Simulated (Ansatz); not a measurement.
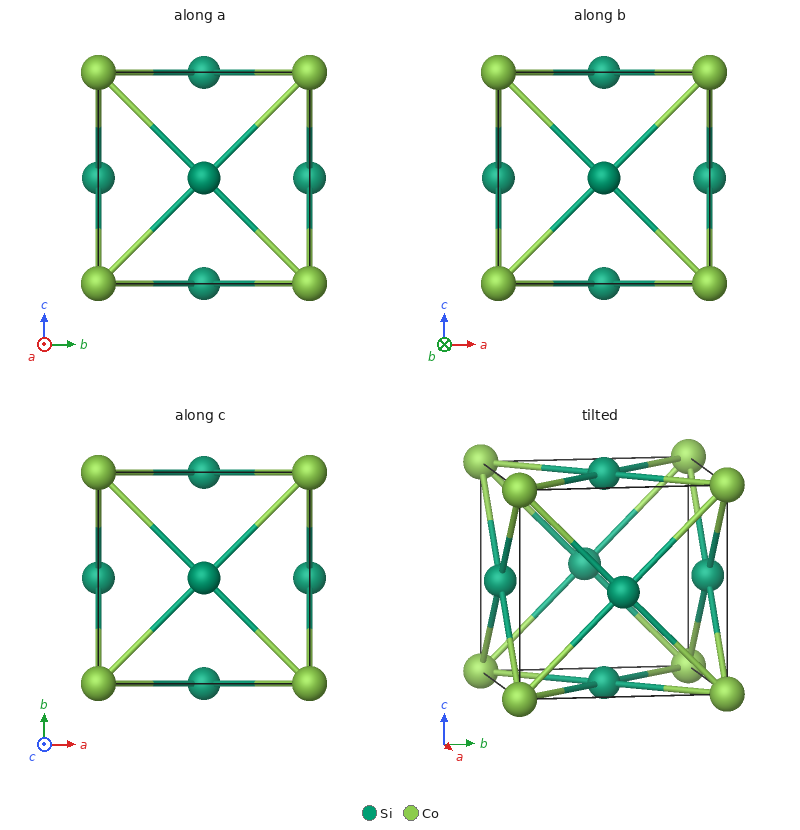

An orthographic ball-and-stick view of the structure, along the a axis, along the b axis, along the c axis and slightly off an axis. The frame is the conventional unit cell; atoms at its boundary are shown with their periodic copies.

Lattice parameters: a = 3.687 Å, b = 3.687 Å, c = 3.687 Å, α = 90.00°, β = 90.00°, γ = 90.00°.

Q: Record the structure as a table of Wyckoff sites.

A: Space group Pm-3m (No. 221).
```json
{"atom": "Si", "site": "3c", "x": "0.0000", "y": "0.5000", "z": "0.5000"}
{"atom": "Co", "site": "1a", "x": "0.0000", "y": "0.0000", "z": "0.0000"}
```

The structure was taken from a structure type filled with these elements by a generator (whether the compound takes this form wasn't checked). Earlier steps of the study may have refined or changed the cell and positions. It was run through Ansatz as a DFT input.
